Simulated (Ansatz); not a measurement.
The relaxed structure here is a generated cell of Ni: the first start was made by placing the elements on the sites of a structure type, and the end was not matched to a known phase here, so it may be hypothetical. Known forms of Ni include space group No. 225.

The end point of a relaxation of Ni. Space group R-3m (No. 166). Method: PBE (plane waves to 420 eV, PAW, scalar-relativistic; Ansatz, a first-principles code).

```cif
data_Ni2
_chemical_formula_sum 'Ni2'
_space_group_name_H-M_alt 'P 1'
_space_group_IT_number 1
_cell_length_a 4.58695
_cell_length_b 4.58695
_cell_length_c 4.58695
_cell_angle_alpha 31.050
_cell_angle_beta 31.050
_cell_angle_gamma 31.050
loop_
_space_group_symop_operation_xyz
  'x, y, z'
loop_
_atom_site_label
_atom_site_type_symbol
_atom_site_fract_x
_atom_site_fract_y
_atom_site_fract_z
_atom_site_occupancy
Ni1 Ni 0.08901 0.08901 0.08901 1
Ni2 Ni 0.91099 0.91099 0.91099 1
```

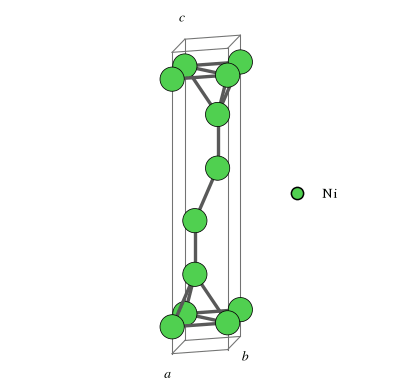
*The conventional cell of the relaxed structure*

For Ni, the volume per atom is 11.39 Å³ and the density comes out as 8.56 g/cm³. The band gap is no gap (metallic) and the magnetic moment is net 0.65 μB/atom, ferromagnetic. The shortest distances is Ni–Ni 2.33 Å and the k-mesh is 20×20×20.

Spin state reached: ferromagnetic (net 0.65 μB/atom), from parallel starting moments; other spin orders were not run from this start.

The run could not lose the symmetry of its start, so the end can be a saddle point.
